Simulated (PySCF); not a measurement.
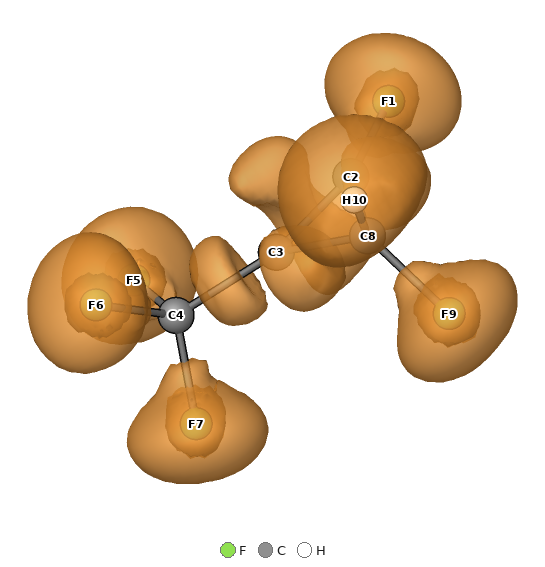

Figure. C4HF5 (SMILES FC1=C(C(F)(F)F)[C@H]1F). Isosurface of the ELF at 0.75 (orange), seen at an oblique angle. Only the valence region is drawn (cores and ρ < 0.01 e/Å³ removed).

Geometry: GFN2-xTB.

Method: B3LYP/def2-SVPD, SCF density, gas phase in PySCF 2.14.0.

```xyz
10

F    -1.8047    1.8130   -0.4847
C    -1.1519    0.7267   -0.2059
C    -0.0051    0.1117   -0.0790
C     1.4738    0.1221   -0.1253
F     1.9462    1.3069   -0.5272
F     1.9440   -0.7978   -0.9811
F     2.0209   -0.1405    1.0651
C    -1.2524   -0.6866    0.2142
F    -1.5517   -0.9570    1.5159
H    -1.6102   -1.4937   -0.4145
```

What do the ELF domains correspond to?

The surface consists of four regions between bonded C–C atoms (shared pairs), one region around a hydrogen nucleus and five regions on F in which the atom's valence shell and bonds are merged. Profiles from the grid: C–F (1.30 Å): the ELF peaks at about 0.85 between the atoms, as expected for a shared but strongly polarised pair. C–C (1.31 Å): the ELF peaks at about 0.85 between the atoms; a short, multiple covalent bond.
